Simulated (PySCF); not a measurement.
# Two runs on CH9OPSi2

System: CH9OPSi2.
Method of run A: TDDFT PBE0/def2-SVPD, vertical, gas phase, core orbitals frozen in the response (PySCF 2.14.0).

The geometry comes from this level: PBE0-D3(BJ)/def2-SVP. Text and figures count atoms from 1; the logs count them from 0 in places.

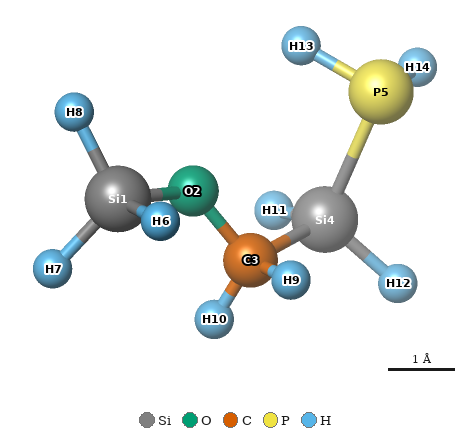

**Figure 1.** The input geometry (ball-and-stick view, seen at a tilt; atoms are numbered from 1 in the order of the input). Bond lengths as drawn: C–H 1.11 Å, C–O 1.41 Å, C–Si 1.90 Å, H–P 1.43 Å, H–Si 1.49 to 1.50 Å, O–Si 1.67 Å and P–Si 2.26 Å.

**Input file, run A**
```
{"job": {"kind": "uv", "xc": "PBE0", "basis": "def2-SVPD", "ip": true}, "charge": 0, "multiplicity": 1}
Si     1.611207     1.560578    -0.910814
O      0.541084     0.486516    -0.211729
C     -0.374941    -0.280611    -0.966756
Si    -1.394173    -1.310426     0.262509
P     -2.179491     0.172574     1.776792
H      0.872288     2.583866    -1.714881
H      2.563442     0.843171    -1.815545
H      2.347821     2.206746     0.207429
H     -1.055631     0.365463    -1.555900
H      0.143554    -0.940088    -1.690533
H     -0.541069    -2.383316     0.859292
H     -2.546614    -1.949542    -0.446582
H     -0.909547     0.307714     2.413039
H     -2.640556    -0.830489     2.684775
```

The first line tells a small driver script what to run in PySCF; the rest is the geometry in Å.

Launched with:
```bash
OMP_NUM_THREADS=1 python <driver script> task.json out
```

Hardware: 1 CPU thread, shared host.

**Output (run A)**
```
coarse grid: 12624 points
cycle   1  E = -1038.0250625226  dE =  6.760e-02  |g| = 5.840e-01  |ddm| = 4.157e+00
cycle   2  E = -1037.8818938121  dE =  1.432e-01  |g| = 1.029e+00  |ddm| = 1.619e+00
cycle   3  E = -1038.0922315702  dE = -2.103e-01  |g| = 5.521e-02  |ddm| = 1.058e+00
cycle   4  E = -1038.0928662343  dE = -6.347e-04  |g| = 1.971e-02  |ddm| = 1.269e-01
cycle   5  E = -1038.0929962446  dE = -1.300e-04  |g| = 4.994e-03  |ddm| = 5.171e-02
cycle   6  E = -1038.0930052845  dE = -9.040e-06  |g| = 7.908e-04  |ddm| = 1.150e-02
final grid: 106544 points
cycle   7  E = -1038.2225886859  dE = -1.252e-05  |g| = 7.110e-03  |ddm| = 7.007e-02
cycle   8  E = -1038.2225762045  dE =  1.248e-05  |g| = 1.085e-02  |ddm| = 1.532e-02
cycle   9  E = -1038.2225985556  dE = -2.235e-05  |g| = 8.484e-04  |ddm| = 9.325e-03
cycle  10  E = -1038.2225987374  dE = -1.818e-07  |g| = 1.484e-04  |ddm| = 1.278e-03
cycle  11  E = -1038.2225987432  dE = -5.806e-09  |g| = 3.819e-05  |ddm| = 2.559e-04
cycle  12  E = -1038.2225987436  dE = -4.177e-10  |g| = 1.063e-05  |ddm| = 8.757e-05
converged SCF energy = -1038.2225987436

Static polarisability (au): isotropic 100.293, principal 86.018 102.844 112.019

Singlet excitations
state   eV       nm        f      main configurations
  1   6.3625    194.9   0.00479   H->L 0.86
  2   6.5368    189.7   0.06499   H->L+2 0.63, H->L+1 0.26
  3   6.7929    182.5   0.11091   H->L+1 0.49, H->L+2 0.20, H-2->L 0.19
  4   6.8336    181.4   0.03156   H-2->L 0.74, H->L+1 0.13
  5   6.8893    180.0   0.00905   H-1->L 0.91
  6   7.0334    176.3   0.01194   H->L+4 0.74
  7   7.2410    171.2   0.03138   H->L+3 0.47, H->L+5 0.33
  8   7.3079    169.7   0.01386   H-1->L+1 0.88
  9   7.5265    164.7   0.01218   H-2->L+1 0.87
 10   7.5860    163.4   0.00256   H->L+5 0.39, H->L+3 0.29, H-1->L+2 0.11

Triplet excitations (Tamm-Dancoff, eV): 5.5167 5.6942 6.1936 6.4709
```

The input of run B differs as follows (lines with − go, lines with + come):
```diff
-"basis": "def2-SVPD"
-"ip": true
+"basis": "6-31G*"
```

What does this change do to the results?

The total energy of run B is 185.5 kcal/mol lower, which measures the change of basis and not a stability. The HOMO goes from −7.42 to −7.33 eV. The LUMO goes from −0.10 to 0.30 eV. The dipole moment goes from 1.13 to 1.38 D. The lowest excitation goes from 6.36 to 6.67 eV. The strongest computed line goes from 6.79 to 6.83 eV. Diffuse functions give room to the loosely bound empty orbitals, which lowers the LUMO. The number of SCF iterations is the same. The basis functions go from 187 to 100.

**Output (run B)**
```
coarse grid: 12624 points
cycle   1  E = -1038.5105619192  dE =  1.090e-01  |g| = 6.018e-01  |ddm| = 3.185e+00
cycle   2  E = -1038.3745546719  dE =  1.360e-01  |g| = 1.022e+00  |ddm| = 1.486e+00
cycle   3  E = -1038.5838206758  dE = -2.093e-01  |g| = 5.128e-02  |ddm| = 1.020e+00
cycle   4  E = -1038.5843610654  dE = -5.404e-04  |g| = 2.081e-02  |ddm| = 8.881e-02
cycle   5  E = -1038.5845174463  dE = -1.564e-04  |g| = 4.385e-03  |ddm| = 3.899e-02
cycle   6  E = -1038.5845238965  dE = -6.450e-06  |g| = 6.144e-04  |ddm| = 7.080e-03
final grid: 106544 points
cycle   7  E = -1038.5182226014  dE = -5.747e-06  |g| = 7.319e-03  |ddm| = 1.657e-02
cycle   8  E = -1038.5182122665  dE =  1.033e-05  |g| = 1.035e-02  |ddm| = 1.377e-02
cycle   9  E = -1038.5182344637  dE = -2.220e-05  |g| = 8.733e-04  |ddm| = 7.868e-03
cycle  10  E = -1038.5182346494  dE = -1.857e-07  |g| = 1.104e-04  |ddm| = 9.804e-04
cycle  11  E = -1038.5182346524  dE = -2.935e-09  |g| = 3.594e-05  |ddm| = 1.673e-04
cycle  12  E = -1038.5182346528  dE = -3.733e-10  |g| = 8.659e-06  |ddm| = 5.657e-05
converged SCF energy = -1038.5182346528

Static polarisability (au): isotropic 81.178, principal 67.219 85.592 90.724

Singlet excitations
state   eV       nm        f      main configurations
  1   6.6680    185.9   0.00634   H->L 0.61, H->L+1 0.22, H->L+2 0.10
  2   6.8310    181.5   0.12964   H->L+1 0.48, H->L 0.23, H-2->L 0.12
  3   6.9171    179.2   0.02635   H-2->L 0.79, H->L 0.10
  4   7.0458    176.0   0.03547   H-1->L 0.87
  5   7.3034    169.8   0.04699   H->L+2 0.58, H-1->L+1 0.24, H->L+1 0.09
  6   7.5150    165.0   0.05347   H-1->L+1 0.69, H->L+2 0.15
  7   7.6015    163.1   0.03471   H->L+3 0.90
  8   7.6534    162.0   0.01043   H-2->L+1 0.92
  9   7.9231    156.5   0.00791   H->L+4 0.88
 10   8.1074    152.9   0.05850   H-1->L+2 0.85

Triplet excitations (Tamm-Dancoff, eV): 5.6655 5.8273 6.5243 6.6459
```

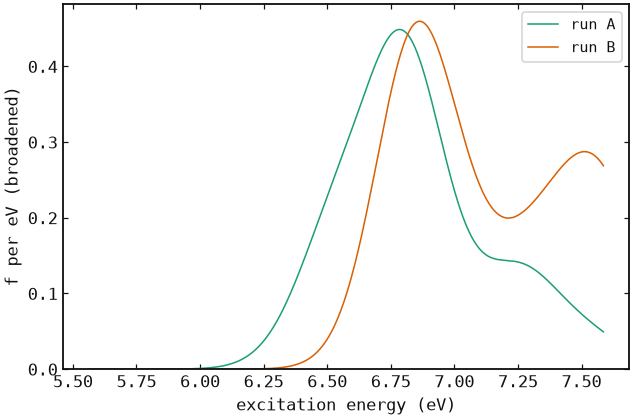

**Figure 2.** Absorption of the two runs from their computed states, each broadened by a Gaussian of 0.35 eV full width; the range ends where the shorter list of states ends.

**The two runs side by side**

```tsv
quantity	run A	run B
outcome	converged	converged
total energy (hartree)	−1038.222599	−1038.518235
HOMO (eV)	−7.42	−7.33
LUMO (eV)	−0.10	0.30
dipole moment (D)	1.13	1.38
lowest excitation (eV)	6.36	6.67
SCF iterations	12	12
strongest computed line (eV)	6.79	6.83
basis functions	187	100
wall time (shared host)	4.9 min	16 s
```

For run A: Checks after the run noted: ip_vertical: SCF of the ion did not converge.
